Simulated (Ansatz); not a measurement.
SiC (wurtzite)

```
CELL_PARAMETERS angstrom
      3.09195     0.00000     0.00000
     -1.54598     2.67771     0.00000
      0.00000     0.00000    10.14855
ATOMIC_POSITIONS crystal
  Si 0.66667 0.33333 0.00026
  Si 0.66667 0.33333 0.50026
  Si 0.33333 0.66667 0.25026
  Si 0.33333 0.66667 0.75026
  C  0.66667 0.33333 0.31234
  C  0.66667 0.33333 0.81234
  C  0.33333 0.66667 0.06234
  C  0.33333 0.66667 0.56234
```

The atoms are displaced by Q × the pattern below (from a DFPT mode at A = (0.0, 0.0, 0.5), largest move 1; Q in Å), at fixed cell. It is one choice among 4 degenerate patterns. (q is in reciprocal vectors of the primitive cell; the cell shown is doubled to hold the pattern.)

```csv
atom,x,y,z
Si1,0.000,-0.067,0.000
Si2,0.000,0.067,0.000
Si3,0.000,-0.421,0.000
Si4,0.000,0.421,0.000
C5,0.000,1.000,0.000
C6,0.000,-1.000,0.000
C7,0.000,0.299,0.000
C8,0.000,-0.299,0.000
```

All values below come from PBE (plane waves to 420 eV, PAW, scalar-relativistic; Ansatz, a quantum-chemistry and plane-wave program). k mesh 12×12×4 (Γ-centred), Fermi-Dirac smearing 0.05 eV. The energy includes the smearing's −TS. SiC was relaxed with its symmetry unable to fall. The zero of ΔE is the undisplaced structure.

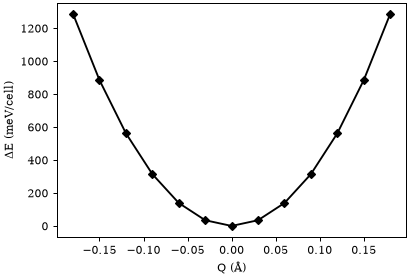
*ΔE (meV/cell) against Q (Å); markers are the computed points, lines only join them.*

Question: What is the energy change at Q = 0.180 Å?

Answer: About 1300 meV/cell.

Question: What harmonic wavenumber does the curvature at Q = 0 give?

Answer: About 760 cm⁻¹.

(For displaced atoms, the force is minus the slope of the energy, and its curvature is a force constant, which sets phonon frequencies.)
